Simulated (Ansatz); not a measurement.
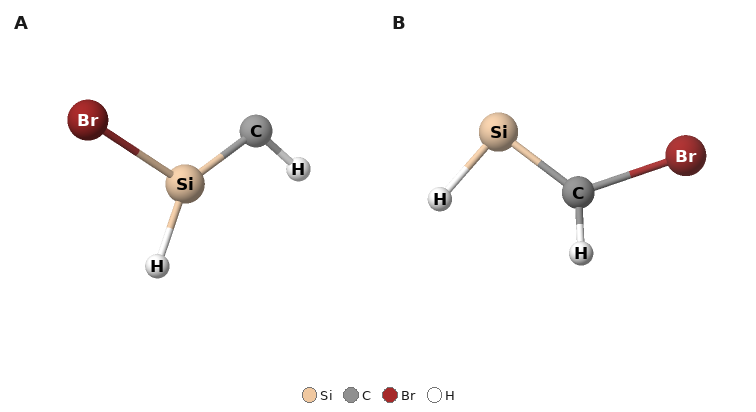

2 stationary structures of one formula. State: charge −1, singlet. Geometries: PBE0-D4/def2-TZVPD. Electronic energies: RHF-CCSD(T) (frozen core)/def2-TZVPPD (Ansatz 0.2.0), without zero-point energy. No frequency run is at hand to confirm each as a minimum.

**Which structure is the most stable?**

B is lowest (Cs); A lies 15.3 kJ/mol above it (Cs).

Give E(B) − E(A) in kJ/mol at these levels too: B3LYP-D4/def2-TZVPPD; ωB97M-V/def2-TZVPPD; PBE0-D4/def2-TZVPD; r2SCAN-D4/def2-TZVPPD; RHF-CCSD(T) (frozen core)/def2-TZVPPD; PBE0-D4/def2-TZVPPD; PBE-D4/def2-TZVPPD.

| level | E(B) − E(A) (kJ/mol) |
| --- | --- |
| B3LYP-D4/def2-TZVPPD | −18.0 |
| ωB97M-V/def2-TZVPPD | −19.7 |
| PBE0-D4/def2-TZVPD | −19.2 |
| r2SCAN-D4/def2-TZVPPD | −7.1 |
| RHF-CCSD(T) (frozen core)/def2-TZVPPD | −15.3 |
| PBE0-D4/def2-TZVPPD | −18.6 |
| PBE-D4/def2-TZVPPD | −14.3 |
